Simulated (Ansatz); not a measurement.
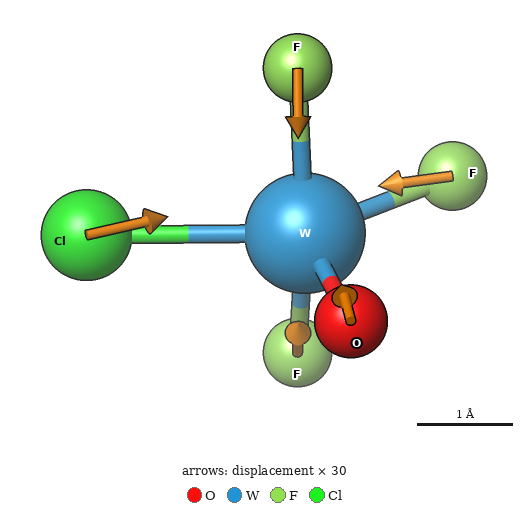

This is a relaxation of WOClF₃. The starting structure is drawn; orange arrows show the displacements, magnified 30 times. The two geometries are superimposed by the best rigid fit.

Style: ball-and-stick. Shown at a tilt.

The start comes from PBE-D4/def2-SVP.

Method: Ansatz, RKS PBE0-D4/def2-TZVP. Set-up: force threshold 0.005 eV/Å; at most 150 steps.

> What happened in the run?

The largest move after the best rigid fit is that of the Cl atom, 0.031 Å. By element the largest moves are Cl 0.031 Å, F 0.027 Å, O 0.023 Å, W 0.002 Å. Near-neighbour distances that change, for instance: Cl–W 2.299 → 2.271 Å, O–W 1.695 → 1.670 Å, F–W 1.876 → 1.852 Å. Over 5 geometry steps the energy falls by 0.063 eV. Largest force component: 1.6 eV/Å at the start, 0.0032 eV/Å at the end.
